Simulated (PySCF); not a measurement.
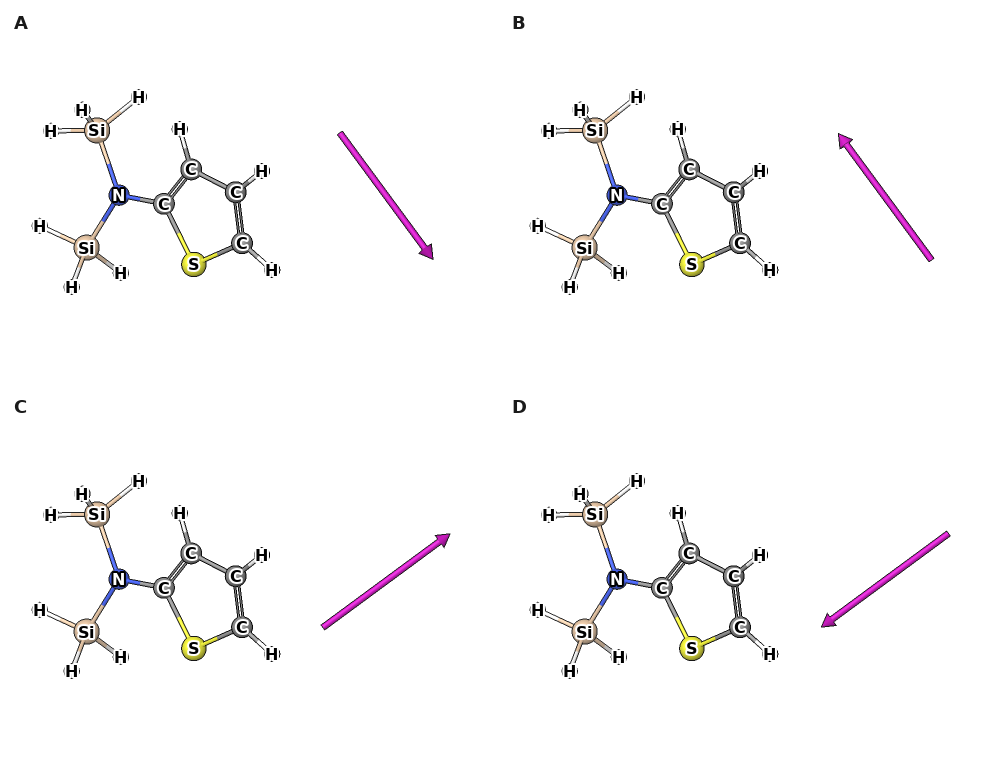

The same molecule four times, each with an arrow. Computed geometry: PBE0-D3(BJ)/def2-SVP optimisation. No frequency run is at hand to confirm it as a minimum. Method: ωB97X-D/def2-SVPD, gas phase (PySCF 2.14.0).

Which arrow points along the dipole moment, from the negative to the positive end?

Answer. B. The dipole moment is 0.66 D.
